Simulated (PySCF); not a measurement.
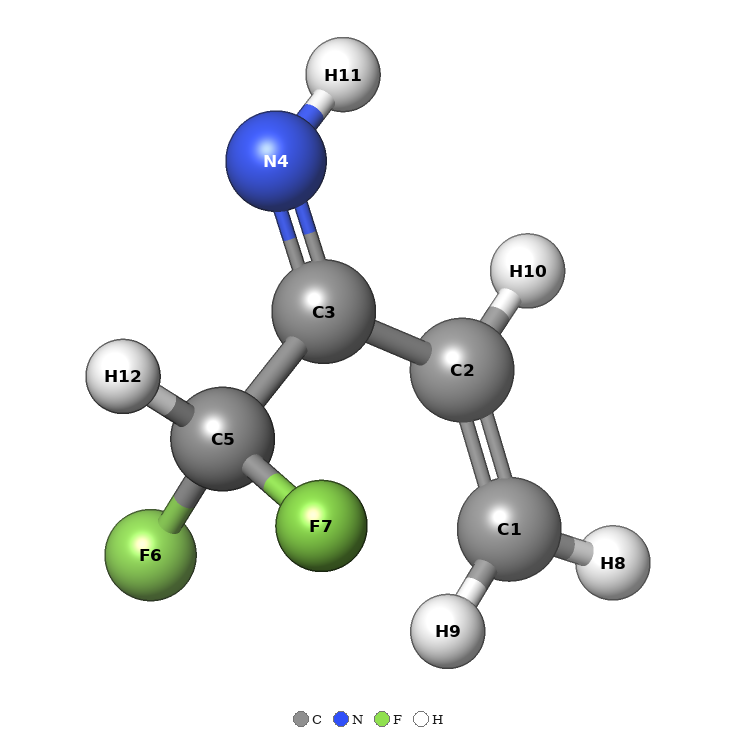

The geometry was computed by an optimisation with GFN2-xTB. No frequency run is at hand to confirm it as a minimum. Level of theory: delta-SCF UKS SCAN, pcX-2 on the ionised atom, pcseg-1 elsewhere, spin-free X2C (PySCF 2.14.0).

Give the core-electron binding energies (to vacuum) of C1 1s, C2 1s, C3 1s, N4 1s, C5 1s, F6 1s.

```
atom  level  binding energy (eV)
  C1     1s                290.9
  C2     1s                291.3
  C3     1s                292.6
  N4     1s                404.7
  C5     1s                295.7
  F6     1s                693.3
```
